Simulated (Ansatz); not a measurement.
# One shape, several levels: triplet C4H8O2

Wanted: a comparison of 6 runs (UBHLYP/6-31G*, UBLYP/6-31G*, UPBE/6-31G*, UPBE0/6-31G*, UB3LYP/6-31G*, UCCSD(T)/6-31G*) of triplet C4H8O2. 

Program for the calculation: Ansatz 0.2.0.

44 further runs of the same task are left out: 44 set aside as unsound or not needed. Runs told in other sessions of the task aren't counted.

### 1 Starting point

C4H8O2 has 14 atoms, charge 0, and is taken as a triplet. As SMILES of the parent species, `C1COCOC1`. Geometry: relaxed at PBE0-D4/def2-TZVP. The six-membered ring is boat-like, not the chair, which as a rule lies lower. That shape belongs to the parent species and isn't relaxed for this state.

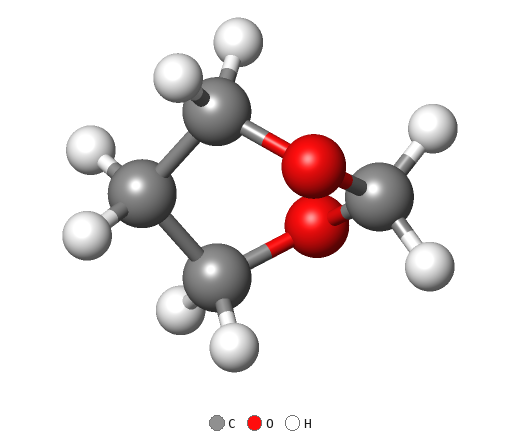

The structure, seen from a chosen angle (carbon grey, oxygen red, hydrogen white).

### 2 The energy at UBHLYP/6-31G(d) (spherical functions) (run 1)

File run.yaml:

```yaml
crystal:
  periodic: [false, false, false]
  atoms:
    - {symbol: C, position_ang: [0.060400, 1.228640, 0.317060]}
    - {symbol: C, position_ang: [-0.651140, 0.640970, -0.900610]}
    - {symbol: O, position_ang: [0.042140, -0.514640, -1.332870]}
    - {symbol: C, position_ang: [-0.076310, -1.551910, -0.400450]}
    - {symbol: O, position_ang: [-0.120960, -1.087780, 0.919380]}
    - {symbol: C, position_ang: [0.685800, 0.063530, 1.082380]}
    - {symbol: H, position_ang: [-0.655940, 1.769700, 0.940910]}
    - {symbol: H, position_ang: [0.838050, 1.935200, 0.015200]}
    - {symbol: H, position_ang: [-0.662310, 1.330640, -1.744760]}
    - {symbol: H, position_ang: [-1.690430, 0.386110, -0.655670]}
    - {symbol: H, position_ang: [-1.006190, -2.118260, -0.548170]}
    - {symbol: H, position_ang: [0.793780, -2.201970, -0.566610]}
    - {symbol: H, position_ang: [0.740390, 0.255580, 2.154050]}
    - {symbol: H, position_ang: [1.702720, -0.135820, 0.720160]}
basis:
  gaussian:
    orbitals: 6-31G_st_-spherical.json
magnetization:
  spin_polarized: true
  initial_magnetization: 2
hamiltonian:
  xc: {name: BHLYP}
accuracy: high
output: {orbitals: {seedname: orbitals}}
```

The basis set 6-31G* is read from a file made from the Basis Set Exchange's data (not shown).

On the command line:

```console
$ ansatz run run.yaml --threads 1 --pin off --max-ram 3480MiB --events-out events.jsonl --progress --plain --runs-dir runs
```

What it wrote:

```text
Warning: RAYON_NUM_THREADS=1 ignored (pool sized by the plan → 1); use --threads N
Functional definition: BHLYP
  name "BHLYP"
  parameter a = 0.5
  exchange = (1 - a)*b88_x + a*exact_x
  correlation = lyp_c
2559 factors; integrals over basis functions are off by at most 3.6e-9 eV
mean field evaluation 1: about -8354.0276 eV, gradient 2.7e1 eV
mean field evaluation 2: about -8354.7720 eV, gradient 2.6e1 eV
mean field evaluation 4: about -8357.5480 eV, gradient 1.8e0 eV
mean field evaluation 8: about -8357.5757 eV, gradient 3.5e-1 eV
mean field evaluation 16: about -8357.5841 eV, gradient 3.3e-2 eV
mean field evaluation 32: about -8358.0948 eV, gradient 2.8e-8 eV
mean field -8358.09481965 eV, -307.1543193019 hartree, gradient 3.4e-8 eV, S^2 2.008514; 6 other end points of the search recorded, 0 dependent functions left out
reference -8358.09484702 eV, -307.1543203078 hartree; 25, 23 occupied and 75, 77 virtual orbitals, 2559 factors
Total energy: -8358.09484702 eV, -307.1543203078 hartree
```

Wall time 37 s (1 thread of Arm Neoverse V1, shared host); peak memory 0.58 GiB.

### 3 The energy at UBLYP/6-31G(d) (spherical functions) (run 2)

File job.yaml:

```yaml
crystal:
  periodic: [false, false, false]
  atoms:
    - {symbol: C, position_ang: [0.060400, 1.228640, 0.317060]}
    - {symbol: C, position_ang: [-0.651140, 0.640970, -0.900610]}
    - {symbol: O, position_ang: [0.042140, -0.514640, -1.332870]}
    - {symbol: C, position_ang: [-0.076310, -1.551910, -0.400450]}
    - {symbol: O, position_ang: [-0.120960, -1.087780, 0.919380]}
    - {symbol: C, position_ang: [0.685800, 0.063530, 1.082380]}
    - {symbol: H, position_ang: [-0.655940, 1.769700, 0.940910]}
    - {symbol: H, position_ang: [0.838050, 1.935200, 0.015200]}
    - {symbol: H, position_ang: [-0.662310, 1.330640, -1.744760]}
    - {symbol: H, position_ang: [-1.690430, 0.386110, -0.655670]}
    - {symbol: H, position_ang: [-1.006190, -2.118260, -0.548170]}
    - {symbol: H, position_ang: [0.793780, -2.201970, -0.566610]}
    - {symbol: H, position_ang: [0.740390, 0.255580, 2.154050]}
    - {symbol: H, position_ang: [1.702720, -0.135820, 0.720160]}
basis:
  gaussian:
    orbitals: 6-31G_st_-spherical.json
magnetization:
  spin_polarized: true
  initial_magnetization: 2
hamiltonian:
  xc: {name: BLYP}
accuracy: high
output:
  orbitals: {seedname: orbitals}
```

The basis set 6-31G* is read from a file made from the Basis Set Exchange's data (not shown).

On the command line:

```console
$ ansatz run job.yaml --threads 1 --pin off --max-ram 3480MiB --events-out events.jsonl --progress --plain --runs-dir runs
```

What it wrote:

```text
Warning: RAYON_NUM_THREADS=1 ignored (pool sized by the plan → 1); use --threads N
Functional definition: BLYP
  name "BLYP"
  parameter beta = 0.0042
  parameter a = 0.04918
  parameter b = 0.132
  parameter c = 0.2533
  parameter d = 0.349
  exchange = b88_x(beta = beta)
  correlation = lyp_c(a = a, b = b, c = c, d = d)
2559 factors; integrals over basis functions are off by at most 3.6e-9 eV
mean field evaluation 1: about -8351.2425 eV, gradient 4.3e1 eV
mean field evaluation 2: about -8332.2015 eV, gradient 7.3e1 eV
mean field evaluation 4: about -8360.1816 eV, gradient 1.1e1 eV
mean field evaluation 8: about -8360.8705 eV, gradient 4.7e-1 eV
mean field evaluation 16: about -8360.8665 eV, gradient 1.8e-3 eV
mean field evaluation 32: about -8360.3103 eV, gradient 6.1e0 eV
mean field evaluation 64: about -8358.5995 eV, gradient 1.9e0 eV
mean field -8360.86648448 eV, -307.2561761058 hartree, gradient 6.2e-8 eV, S^2 2.001777; 6 other end points of the search recorded, 0 dependent functions left out
reference -8360.86653983 eV, -307.2561781399 hartree; 25, 23 occupied and 75, 77 virtual orbitals, 2559 factors
Total energy: -8360.86653983 eV, -307.2561781399 hartree
```

Run time: 45 s. Hardware: 1 thread of Arm Neoverse V1, shared host; peak memory 0.42 GiB.

Runs 3 to 4 aren't shown in full; the table further down has their settings and results.

### 4 The energy at UB3LYP/6-31G(d) (Cartesian functions) (run 5)

File input.yaml:

```yaml
crystal:
  periodic: [false, false, false]
  atoms:
    - {symbol: C, position_ang: [0.060400, 1.228640, 0.317060]}
    - {symbol: C, position_ang: [-0.651140, 0.640970, -0.900610]}
    - {symbol: O, position_ang: [0.042140, -0.514640, -1.332870]}
    - {symbol: C, position_ang: [-0.076310, -1.551910, -0.400450]}
    - {symbol: O, position_ang: [-0.120960, -1.087780, 0.919380]}
    - {symbol: C, position_ang: [0.685800, 0.063530, 1.082380]}
    - {symbol: H, position_ang: [-0.655940, 1.769700, 0.940910]}
    - {symbol: H, position_ang: [0.838050, 1.935200, 0.015200]}
    - {symbol: H, position_ang: [-0.662310, 1.330640, -1.744760]}
    - {symbol: H, position_ang: [-1.690430, 0.386110, -0.655670]}
    - {symbol: H, position_ang: [-1.006190, -2.118260, -0.548170]}
    - {symbol: H, position_ang: [0.793780, -2.201970, -0.566610]}
    - {symbol: H, position_ang: [0.740390, 0.255580, 2.154050]}
    - {symbol: H, position_ang: [1.702720, -0.135820, 0.720160]}
basis:
  gaussian: {orbitals: "6-31G*"}
magnetization: {spin_polarized: true, initial_magnetization: 2}
hamiltonian: {xc: {name: B3LYP}}
accuracy: high
output: {orbitals: {seedname: orbitals}}
```

On the command line:

```console
$ ansatz run input.yaml --threads 1 --pin off --max-ram 3480MiB --events-out events.jsonl --progress --plain --runs-dir runs
```

What it wrote:

```text
Warning: RAYON_NUM_THREADS=1 ignored (pool sized by the plan → 1); use --threads N
Functional definition: B3LYP
  name "B3LYP"
  parameter a0 = 0.2
  parameter ax = 0.72
  parameter ac = 0.81
  exchange = (1 - a0 - ax)*slater_x + ax*b88_x + a0*exact_x
  correlation = (1 - ac)*vwn_rpa_c + ac*lyp_c
2599 factors; integrals over basis functions are off by at most 3.3e-9 eV
mean field evaluation 1: about -8357.2221 eV, gradient 3.6e1 eV
mean field evaluation 2: about -8350.3234 eV, gradient 5.2e1 eV
mean field evaluation 4: about -8363.2909 eV, gradient 5.9e0 eV
mean field evaluation 8: about -8363.7447 eV, gradient 1.2e0 eV
mean field evaluation 16: about -8363.7517 eV, gradient 9.0e-3 eV
mean field evaluation 32: about -8363.7517 eV, gradient 4.6e-5 eV
mean field evaluation 64: about -8363.6289 eV, gradient 1.2e0 eV
mean field -8363.75166379 eV, -307.3622044898 hartree, gradient 5.6e-8 eV, S^2 2.003928; 7 other end points of the search recorded, 0 dependent functions left out
reference -8363.75170470 eV, -307.3622059931 hartree; 25, 23 occupied and 81, 83 virtual orbitals, 2599 factors
Total energy: -8363.75170470 eV, -307.3622059931 hartree
```

It took 83 s on 1 thread of Arm Neoverse V1, shared host; peak memory 0.64 GiB.

### 5 A single-point energy at UCCSD(T)/6-31G(d) (spherical functions) (run 6)

Changes to input.yaml since step 4:

```diff
@@ -18,6 +18,12 @@
 basis:
-  gaussian: {orbitals: "6-31G*"}
-magnetization: {spin_polarized: true, initial_magnetization: 2}
-hamiltonian: {xc: {name: B3LYP}}
+  gaussian:
+    orbitals: 6-31G_st_-spherical.json
+magnetization:
+  spin_polarized: true
+  initial_magnetization: 2
+correlation:
+  method: ccsd_t
+  frozen_orbitals: {C: 1, H: 0, O: 1}
 accuracy: high
-output: {orbitals: {seedname: orbitals}}
+scf:
+  omitted_lower_state_checks: [cluster_reference, increment]
```

The basis set 6-31G* is read from a file made from the Basis Set Exchange's data (not shown).

On the command line:

```console
$ ansatz run input.yaml --threads 1 --pin off --max-ram 3480MiB --events-out events.jsonl --progress --plain --runs-dir runs
```

What it wrote:

```text
Warning: RAYON_NUM_THREADS=1 ignored (pool sized by the plan → 1); use --threads N
[... 16 lines left out ...]
6 core orbitals not correlated: weight in the atoms' cores, before any rotation towards them, 1.000 or more for the frozen orbitals, at most 0.000 for the correlated occupied ones
[... 49 lines left out ...]
Total energy: -8338.40769341 eV, -306.4308307572 hartree
Checks for a lower state left out: cluster_reference, increment
```

It took 8 min on 1 thread of Arm Neoverse V1, shared host; peak memory 1.9 GiB.

### 6 All runs side by side

| run | level | Cartesian functions | frozen core orbitals | energy (Eh) | ⟨S²⟩ | wall time |
| --- | --- | --- | --- | --- | --- | --- |
| 1 | UBHLYP/6-31G* (spherical functions) | no | – | -307.154320 | 2.009 | 37 s |
| 2 | UBLYP/6-31G* (spherical functions) | no | – | -307.256178 | 2.002 | 45 s |
| 3 | UPBE/6-31G* (spherical functions) | no | – | -307.006245 | 2.002 | 48 s |
| 4 | UPBE0/6-31G* (spherical functions) | no | – | -307.006441 | 2.005 | 80 s |
| 5 | UB3LYP/6-31G* (Cartesian functions) | yes | – | -307.362206 | 2.004 | 83 s |
| 6 | UCCSD(T)/6-31G* (spherical functions) | no | 6 | -306.430831 | 2.013 | 8 min |

### 7 Summary of results

| quantity | value |
| --- | --- |
| run 6: total energy | -306.43083 Eh |
| run 6: correlation energy (6 core orbitals frozen) | -946.0 mEh |
| run 6: (T) correction | -31.61 mEh |
| run 6: ⟨S²⟩ of the reference determinant | 2.013 |
| run 6: T1 diagnostic | 0.040 |

Totals of different functionals can't be ranked against each other. All runs together took 13 min, the longest 8 min.
